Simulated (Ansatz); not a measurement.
Input file:

```
crystal:
  periodic: [false, false, false]
  atoms:
    - {symbol: Si, position_ang: [-1.113220, -1.216277, 0.062944]}
    - {symbol: Si, position_ang: [1.371597, 0.869467, 0.292916]}
    - {symbol: Si, position_ang: [0.603636, -0.561624, -1.427771]}
    - {symbol: Si, position_ang: [-0.861602, 0.908024, 1.073926]}
    - {symbol: H, position_ang: [-1.143273, 1.081916, 2.532001]}
    - {symbol: H, position_ang: [1.519453, -1.588890, -2.012651]}
    - {symbol: H, position_ang: [2.219505, 0.085531, 1.248350]}
    - {symbol: H, position_ang: [-0.587570, -2.272121, 0.987792]}
    - {symbol: H, position_ang: [2.065312, 2.148513, -0.051788]}
    - {symbol: H, position_ang: [-1.640504, 1.922676, 0.292663]}
    - {symbol: H, position_ang: [0.012033, 0.263111, -2.530490]}
    - {symbol: H, position_ang: [-2.445346, -1.640325, -0.467891]}
basis:
  gaussian: {orbitals: def2-TZVP, initial_orbitals: start.molden}
hamiltonian: {xc: pbe0, dispersion: d4}
scf: {omitted_lower_state_checks: [starts]}
output: {orbitals: {seedname: orbitals}}
```

Command:

```sh
ansatz run in.yaml --threads 4 --pin off --events-out ev --progress --plain --max-ram 3916MiB
```

Geometry: r2SCAN-D4/def2-SVP.

Computed with Ansatz, RKS PBE0-D4/def2-TZVP.

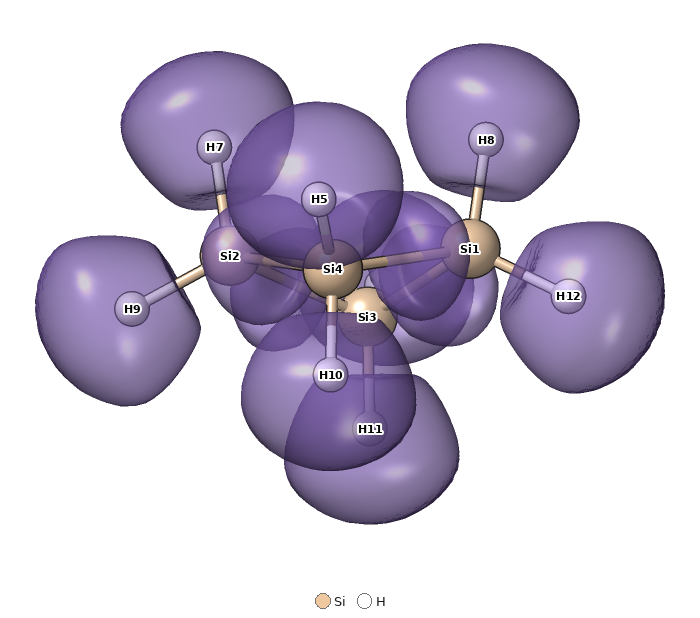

H8Si4. Isosurface of the ELF at 0.75 (purple), seen from one side. Only the valence region is drawn (cores and ρ < 0.01 e/Å³ removed).

> What do the ELF domains correspond to?

The surface consists of four regions between bonded Si–Si atoms (shared pairs) and eight regions around hydrogen nuclei.

Values along the shortest contacts:
Si–Si (2.37 Å): the ELF peaks at about 0.95 between the atoms, as expected for a covalent bond. Si–H (1.50 Å): the ELF climbs to about 1 towards the hydrogen, as it does in any bond to H.
